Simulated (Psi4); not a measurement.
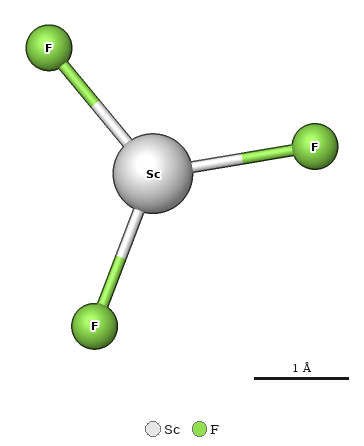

Fig. 1: The structure as given in the input (ball-and-stick view, seen on its broad side). Sticks mark near contacts.

**Energy and gradient calculation of ScF3**

System: ScF3, multiplicity 3.
Method: HF/cc-pVDZ, UHF (Psi4 1.11).

The run did not end well. The geometry is that of the parent species in another charge or spin state. The geometry comes from this level: GFN2-xTB.

Input file (calc.py):
```python
import psi4

psi4.set_memory(1600000000)
psi4.set_num_threads(1)
psi4.core.set_output_file('f3sc.out', False)

m = psi4.geometry("""
0 3
Sc     0.000170     0.000200     0.001040
F      1.755860    -0.024050     0.011080
F     -0.857160     1.532520    -0.015350
F     -0.898870    -1.508670     0.003230
units angstrom
symmetry c1
no_reorient
no_com
""")

psi4.set_options({
    'reference': 'uhf',
    'puream': True,
    'e_convergence': 1e-09,
    'd_convergence': 1e-08,
    'scf_type': 'pk',
    'maxiter': 200,
})

e_tot, wfn = psi4.gradient("scf/cc-pVDZ", return_wfn=True)
psi4.oeprop(wfn, "DIPOLE", "MULLIKEN_CHARGES", "MAYER_INDICES")
print('gradient / Eh bohr^-1')
print(e_tot.np.round(6))
print(f'energy = {wfn.energy():.10f} Eh')
```

Launched with:
```bash
python calc.py
```

The program's output:
```
gradient() will perform analytic gradient computation.

   => Loading Basis Set <=

    Name: CC-PVDZ
    Role: ORBITAL
    Keyword: BASIS

         ---------------------------------------------------------
                                   SCF
                              UHF Reference
                        1 Threads,   1525 MiB Core
         ---------------------------------------------------------

  ==> Geometry <==

    Molecular point group: c1
    Full point group: C1

    Geometry (in Angstrom), charge = 0, multiplicity = 3:

       Center              X                  Y                   Z               Mass
    ------------   -----------------  -----------------  -----------------  -----------------
         SC           0.000170000000     0.000200000000     0.001040000000    44.955908280000
         F            1.755860000000    -0.024050000000     0.011080000000    18.998403162730
         F           -0.857160000000     1.532520000000    -0.015350000000    18.998403162730
         F           -0.898870000000    -1.508670000000     0.003230000000    18.998403162730

  Running in c1 symmetry.

  Rotational constants: A =      0.19183  B =      0.19181  C =      0.09591 [cm^-1]
  Rotational constants: A =   5751.03475  B =   5750.42810  C =   2875.36752 [MHz]
  Nuclear repulsion =  213.137350504120491

  Charge       = 0
  Multiplicity = 3
  Electrons    = 48
  Nalpha       = 25
  Nbeta        = 23

  ==> Algorithm <==

  SCF Algorithm Type is PK.
  DIIS enabled.
  MOM disabled.
  Fractional occupation disabled.
  Guess Type is SAD.
  Energy threshold   = 1.00e-09
  Density threshold  = 1.00e-08
  Integral threshold = 1.00e-12

  ==> Primary Basis <==

  Basis Set: CC-PVDZ
    Blend: CC-PVDZ
    Number of shells: 33
    Number of basis functions: 85
    Number of Cartesian functions: 94
    Spherical Harmonics?: true
    Max angular momentum: 3

  ==> Integral Setup <==

  Using in-core PK algorithm.
   Calculation information:
      Number of atoms:                   4
      Number of AO shells:              33
      Number of primitives:            240
      Number of atomic orbitals:        94
      Number of basis functions:        85

      Integral cutoff                 1.00e-12
      Number of threads:                 1

  Performing in-core PK
  Using 13362680 doubles for integral storage.
  We computed 144998 shell quartets total.
  Whereas there are 157641 unique shell quartets.

  ==> DiskJK: Disk-Based J/K Matrices <==

    J tasked:                  Yes
    K tasked:                  Yes
    wK tasked:                  No
    Memory [MiB]:             1144
    Schwarz Cutoff:          1E-12

  Minimum eigenvalue in the overlap matrix is 1.4184911357E-04.
  Reciprocal condition number of the overlap matrix is 4.2547865760E-05.
    Using symmetric orthogonalization.

  ==> Pre-Iterations <==

  SCF Guess: Superposition of Atomic Densities via on-the-fly atomic UHF (no occupation information).

   -------------------------
    Irrep   Nso     Nmo
   -------------------------
     A         85      85
   -------------------------
    Total      85      85
   -------------------------

  ==> Iterations <==

                        Total Energy        Delta E     RMS |[F,P]|

   @UHF iter SAD: -1056.50237555444869   -1.05650e+03   0.00000e+00
   @UHF iter   1: -1057.90383517783107   -1.40146e+00   6.15855e-03 ADIIS/DIIS
   @UHF iter   2: -1057.97534918619385   -7.15140e-02   4.84443e-03 ADIIS/DIIS
   @UHF iter   3: -1058.03367911259738   -5.83299e-02   9.25113e-04 ADIIS/DIIS
   @UHF iter   4: -1058.04042736964993   -6.74826e-03   5.09061e-04 ADIIS/DIIS
   @UHF iter   5: -1058.04859947462796   -8.17210e-03   6.56284e-04 ADIIS/DIIS
   @UHF iter   6: -1058.04889645588742   -2.96981e-04   6.57232e-04 ADIIS/DIIS
   @UHF iter   7: -1058.04774595817480    1.15050e-03   6.08097e-04 ADIIS/DIIS
   @UHF iter   8: -1058.04639689328155    1.34906e-03   3.59136e-04 ADIIS/DIIS
   @UHF iter   9: -1058.04918847406316   -2.79158e-03   2.16457e-04 ADIIS/DIIS
   @UHF iter  10: -1058.05027330878556   -1.08483e-03   1.56684e-04 ADIIS/DIIS
   @UHF iter  11: -1058.05116038494134   -8.87076e-04   1.56846e-04 ADIIS/DIIS
   @UHF iter  12: -1058.05267173255515   -1.51135e-03   1.46300e-04 ADIIS/DIIS
   @UHF iter  13: -1058.05375581727776   -1.08408e-03   1.35985e-04 ADIIS/DIIS
   @UHF iter  14: -1058.05510178294594   -1.34597e-03   1.46104e-04 ADIIS/DIIS
   @UHF iter  15: -1058.05509374626968    8.03668e-06   8.52074e-05 DIIS
   @UHF iter  16: -1058.05594579837316   -8.52052e-04   1.77849e-04 ADIIS/DIIS
   @UHF iter  17: -1058.05599360001588   -4.78016e-05   9.64806e-05 DIIS
   @UHF iter  18: -1058.05613496481146   -1.41365e-04   1.69067e-04 ADIIS/DIIS
   @UHF iter  19: -1058.05619000766592   -5.50429e-05   9.87247e-05 DIIS
   @UHF iter  20: -1058.05621792857141   -2.79209e-05   1.07423e-04 ADIIS/DIIS
   @UHF iter  21: -1058.05623113679167   -1.32082e-05   7.49700e-05 DIIS
   @UHF iter  22: -1058.05625193290757   -2.07961e-05   1.30203e-05 DIIS
   @UHF iter  23: -1058.05625415896088   -2.22605e-06   1.47084e-05 DIIS
   @UHF iter  24: -1058.05625554708718   -1.38813e-06   5.74273e-06 DIIS
   @UHF iter  25: -1058.05625668412972   -1.13704e-06   3.28207e-06 DIIS
   @UHF iter  26: -1058.05625721072443   -5.26595e-07   2.29116e-06 DIIS
   @UHF iter  27: -1058.05625732156159   -1.10837e-07   1.73533e-06 DIIS
   @UHF iter  28: -1058.05625760018438   -2.78623e-07   1.56391e-06 DIIS
   @UHF iter  29: -1058.05625795783567   -3.57651e-07   1.47813e-06 DIIS
   @UHF iter  30: -1058.05625808945638   -1.31621e-07   9.01490e-07 DIIS
   @UHF iter  31: -1058.05625813652728   -4.70709e-08   4.85816e-07 DIIS
   @UHF iter  32: -1058.05625815870121   -2.21739e-08   4.18358e-07 DIIS
   @UHF iter  33: -1058.05625816529528   -6.59406e-09   3.92354e-07 DIIS
   @UHF iter  34: -1058.05625816712200   -1.82672e-09   1.43301e-07 DIIS
   @UHF iter  35: -1058.05625816904808   -1.92608e-09   9.14268e-08 DIIS
   @UHF iter  36: -1058.05625816980432   -7.56245e-10   6.37664e-08 DIIS
   @UHF iter  37: -1058.05625817007444   -2.70120e-10   4.62390e-08 DIIS
   @UHF iter  38: -1058.05625817015903   -8.45830e-11   1.98456e-08 DIIS
   @UHF iter  39: -1058.05625817017244   -1.34150e-11   1.04723e-08 DIIS
   @UHF iter  40: -1058.05625817017199    4.54747e-13   4.54202e-09 DIIS
  Energy and wave function converged.

  ==> Post-Iterations <==

   @Spin Contamination Metric:   6.769097472E-02
   @S^2 Expected:                2.000000000E+00
   @S^2 Observed:                2.067690975E+00
   @S   Expected:                1.000000000E+00
   @S   Observed:                1.000000000E+00

    Orbital Energies [Eh]
    ---------------------

    Alpha Occupied:

       1A   -165.877156     2A    -26.431820     3A    -26.431775
       4A    -26.217261     5A    -19.077090     6A    -15.664753
       7A    -15.663738     8A    -15.662470     9A     -2.589586
      10A     -1.784939    11A     -1.745198    12A     -1.619708
      13A     -1.595095    14A     -1.537349    15A     -1.432230
      16A     -0.853382    17A     -0.822092    18A     -0.780016
      19A     -0.772759    20A     -0.771846    21A     -0.765595
      22A     -0.593223    23A     -0.580533    24A     -0.578782
      25A     -0.242837

    Alpha Virtual:

      26A      0.038542    27A      0.050211    28A      0.065916
      29A      0.073143    30A      0.117231    31A      0.125887
      32A      0.129950    33A      0.137475    34A      0.143819
      35A      0.196966    36A      0.207307    37A      0.225033
      38A      0.229382    39A      0.246079    40A      0.251403
      41A      0.373948    42A      0.402015    43A      0.603383
      44A      0.663553    45A      0.664972    46A      0.692545
      47A      0.706631    48A      0.708215    49A      0.863686
      50A      0.888413    51A      0.891398    52A      0.900149
      53A      0.928362    54A      1.092456    55A      1.200950
      56A      1.456931    57A      1.494119    58A      1.604523
      59A      1.659347    60A      1.674776    61A      1.710840
      62A      1.735606    63A      1.782574    64A      1.803771
      65A      1.833247    66A      1.895521    67A      1.956828
      68A      2.621462    69A      2.699401    70A      2.937326
      71A      3.836366    72A      3.842572    73A      3.861435
      74A      3.877774    75A      3.908760    76A      3.926420
      77A      3.952741    78A      3.953586    79A      4.009997
      80A      4.045789    81A      4.076062    82A      4.098242
      83A      4.125150    84A      4.224253    85A      4.300923

    Beta Occupied:

       1A   -165.875382     2A    -26.399615     3A    -26.399572
       4A    -26.218604     5A    -19.070181     6A    -15.659347
       7A    -15.657676     8A    -15.654416     9A     -2.560963
      10A     -1.709999    11A     -1.681719    12A     -1.562886
      13A     -1.543565    14A     -1.464759    15A     -1.424987
      16A     -0.747652    17A     -0.741383    18A     -0.740376
      19A     -0.733599    20A     -0.596473    21A     -0.583340
      22A     -0.582329    23A     -0.457932

    Beta Virtual:

      24A     -0.216044    25A      0.032459    26A      0.058668
      27A      0.069215    28A      0.073869    29A      0.116440
      30A      0.122568    31A      0.129901    32A      0.143838
      33A      0.146430    34A      0.167754    35A      0.222919
      36A      0.228821    37A      0.262287    38A      0.263165
      39A      0.269263    40A      0.305339    41A      0.400266
      42A      0.414966    43A      0.666301    44A      0.671248
      45A      0.676264    46A      0.702869    47A      0.727658
      48A      0.731577    49A      0.891998    50A      0.911873
      51A      0.913295    52A      0.916715    53A      0.946397
      54A      1.130116    55A      1.215906    56A      1.481429
      57A      1.527883    58A      1.616536    59A      1.690804
      60A      1.718507    61A      1.725918    62A      1.759621
      63A      1.831516    64A      1.833281    65A      1.834329
      66A      1.907795    67A      1.975822    68A      2.651882
      69A      2.717812    70A      2.954436    71A      3.908069
      72A      3.915450    73A      3.916839    74A      3.924067
      75A      3.953362    76A      3.976383    77A      3.981641
      78A      4.026735    79A      4.056259    80A      4.061895
      81A      4.075475    82A      4.125366    83A      4.127245
      84A      4.246299    85A      4.320916

    Final Occupation by Irrep:
              A
    DOCC [    23 ]
    SOCC [     2 ]
    NA   [    25 ]
    NB   [    23 ]

  @UHF Final Energy: -1058.05625817017199

   => Energetics <=

    Nuclear Repulsion Energy =            213.1373505041204908
    One-Electron Energy =               -1884.2292268325954865
    Two-Electron Energy =                 613.0356181583028956
    Total Energy =                      -1058.0562581701719864

  UHF NO Occupations:
  HONO-2 :   23  A 1.9676366
  HONO-1 :   24  A 1.0000000
  HONO-0 :   25  A 1.0000000
  LUNO+0 :   26  A 0.0323634
  LUNO+1 :   27  A 0.0005253
  LUNO+2 :   28  A 0.0003896
  LUNO+3 :   29  A 0.0003816

Computation Completed

Properties will be evaluated at   0.000000,   0.000000,   0.000000 [a0]

Properties computed using the SCF density matrix

 Multipole Moments:

 ------------------------------------------------------------------------------------
     Multipole            Electronic (a.u.)      Nuclear  (a.u.)        Total (a.u.)
 ------------------------------------------------------------------------------------

 L = 1.  Multiply by 2.5417464519 to convert [e a0] to [Debye]
 Dipole X            :          0.6141531            0.0038550            0.6180081
 Dipole Y            :          1.0320559            0.0045353            1.0365913
 Dipole Z            :         -0.0278637            0.0235838           -0.0042799
 Magnitude           :                                                    1.2068446

 ------------------------------------------------------------------------------------

	total time  =        107 seconds =       1.78 minutes

         ------------------------------------------------------------
                                   SCF GRAD
         ------------------------------------------------------------

  ==> Geometry <==

    Molecular point group: c1
    Full point group: C1

    Geometry (in Angstrom), charge = 0, multiplicity = 3:

       Center              X                  Y                   Z               Mass
    ------------   -----------------  -----------------  -----------------  -----------------
         SC           0.000170000000     0.000200000000     0.001040000000    44.955908280000
         F            1.755860000000    -0.024050000000     0.011080000000    18.998403162730
         F           -0.857160000000     1.532520000000    -0.015350000000    18.998403162730
         F           -0.898870000000    -1.508670000000     0.003230000000    18.998403162730

  Nuclear repulsion =  213.137350504120491

  ==> Basis Set <==

  Basis Set: CC-PVDZ
    Blend: CC-PVDZ
    Number of shells: 33
    Number of basis functions: 85
    Number of Cartesian functions: 94
    Spherical Harmonics?: true
    Max angular momentum: 3

  ==> DirectJKGrad: Integral-Direct SCF Gradients <==

    Gradient:                    1
    J tasked:                  Yes
    K tasked:                  Yes
    wK tasked:                  No
    Integrals threads:           1
    Schwarz Cutoff:          1E-12
```

What the run reported:

```csv
quantity,value
outcome,stopped at the time limit
hardware,"1 thread of Intel Xeon @ 2.90GHz (Ice Lake), 192 GiB of memory available, shared host"
wall time,2.2 min
peak memory,1.3 GiB
```

Diagnosis:

The run was cut off by its time limit, so the output is incomplete.
